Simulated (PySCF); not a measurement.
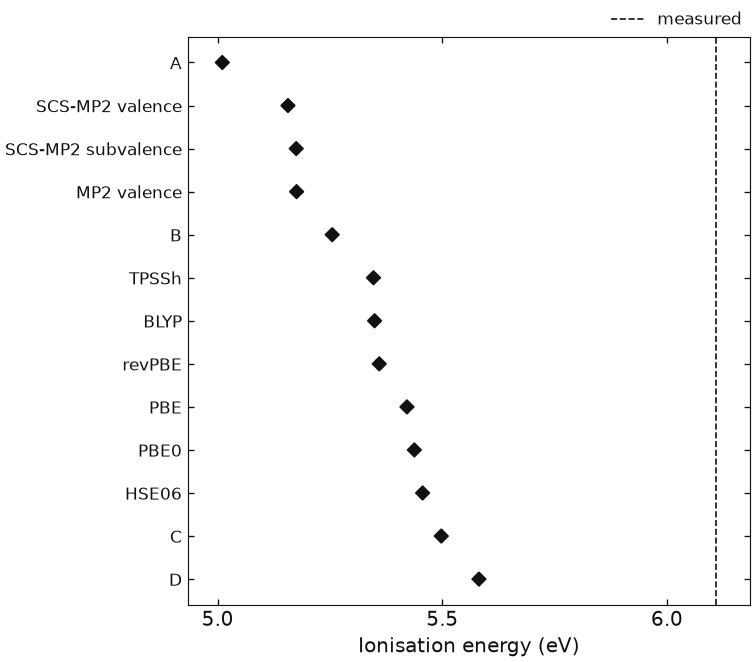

The ionisation energy of neutral thallium ([Xe] 4f¹⁴ 5d¹⁰ 6s² 6p → [Xe] 4f¹⁴ 5d¹⁰ 6s²) by several methods, in rising order. PySCF, def2-TZVPPD with a 60-electron core potential, unrestricted single determinants, no spin-orbit coupling. Methods marked “valence” freeze 18 core electrons; methods marked “subvalence” freeze no core electrons. The lettered entries are HF, LDA, MP2 subvalence and r2SCAN in some order.

> Match the letters to the methods.

A is HF (5.010 eV); B is MP2 subvalence (5.255 eV); C is r2SCAN (5.498 eV); D is LDA (5.582 eV). The values run from 5.010 eV (HF) to 5.582 eV (LDA). The measured value is 6.108 eV; nearest to it come LDA (−0.527) and r2SCAN (−0.611), furthest HF (−1.098 eV).

Known limits: spin-orbit shift not estimated.
